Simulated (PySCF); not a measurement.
F₄Sn, SMILES `F[Sn](F)(F)F`.

Level of theory: ωB97X/def2-TZVP (PySCF), at a geometry from GFN2-xTB. Core potentials replace the inner electrons of Sn; spin–orbit coupling isn't included. No frequency check shows the geometry to be a minimum. A basis without diffuse functions makes polarisabilities too small. GFN2-xTB bond lengths at metals and heavier atoms can be off by up to 0.1 Å and shapes distorted, which carries into these values.

Coordinates in Å:

```
F1       1.0671   -1.1440   -1.1049
Sn2      0.0000    0.0000    0.0000
F3      -1.0673    1.1440   -1.1049
F4      -1.1451   -1.0662    1.1048
F5       1.1450    1.0662    1.1048
```

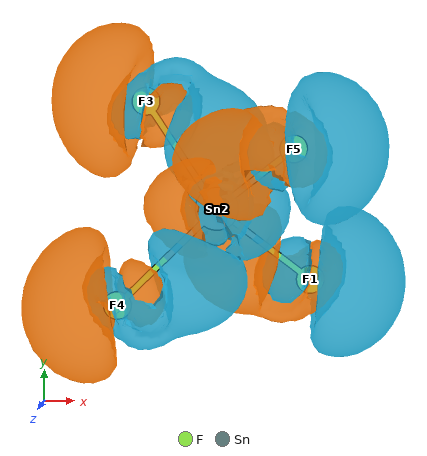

Change of the electron density in a uniform field of 0.21 V/Å, surfaces at ±0.001 e/Å³ (light blue: gain, orange: loss).

The field was applied in both directions; the picture shows the one opposite to the script's first.

Along which Cartesian direction does the field point?

Along −x: electrons gather on the +x side, against the field.

What dipole is induced, and what polarisability does it imply?

The induced dipole is 0.31 D (along the field); α along this axis, from the fields in both directions, is 31 bohr³ (4.6 Å³).

The PySCF run took 20 s on 1 thread of AMD EPYC 9R45 96-Core Processor (Zen 5), with other jobs on the host, peak memory 0.84 GiB.
